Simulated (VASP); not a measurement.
Band structure of KTaO₃ (space group Pm-3m). Computed with PBE GGA, VASP's PBE PAW potentials (set 64) (plane waves; VASP).

Unless said otherwise, spin-orbit coupling is left out, though it shifts the bands of the heavy elements here.

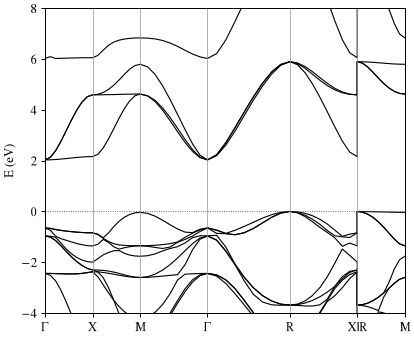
Fig. 1. Bands along high-symmetry lines, zero at the valence-band maximum or, without a gap, the Fermi level

Question: Read the plot: is there a gap, and where are the band edges?

Answer: The gap is indirect, 2.03 eV, from the valence maximum at R to the conduction minimum at Γ.

The structure comes from a computed database's KTaO3 entry; how it stands against other phases isn't given here. The cell was not relaxed at this level.
